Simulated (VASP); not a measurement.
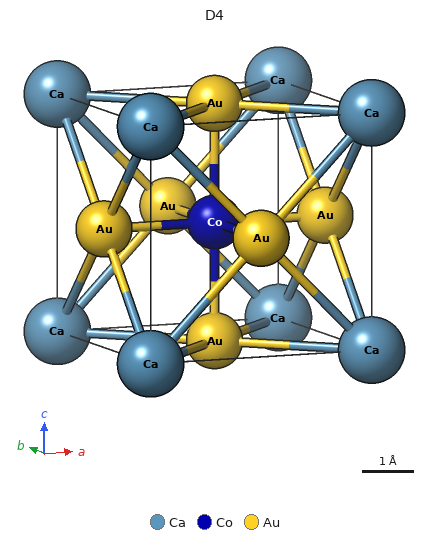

A crystal of CaCoAu3 (a generated structure, set up in Pm-3m), relaxed (cell and atoms) with several dispersion corrections. The picture shows the result with D4. Style: ball-and-stick. Shown: the cell of the calculation, slightly off an axis.

Computed with VASP 6.6.1: PBE, VASP PAW PBE potentials, recommended. (plane-wave cutoff 600 eV; k-point mesh 5 × 5 × 5; occupations fermi-dirac; smearing width 0.05 eV; collinear spin)

```tsv
dispersion correction	volume (Å³/atom)	a (Å)
D4	21.959	4.788
D3(BJ)	21.882	4.783
D2	22.642	4.838
dDsC	22.134	4.801
TS	?	?
rVV10	22.364	4.818
D3	22.658	4.839
```

### One row is withheld. What does the calculation give there?

With TS the volume falls between D4 (21.959) and dDsC (22.134). The calculation gives 22.111 Å³/atom (a = 4.799 Å). Left out of the table: none, which met the thresholds at the start cell and never moved. In order of volume: D3(BJ) < D4 < TS < dDsC < rVV10 < D2 < D3; the spread is 3.5 %.
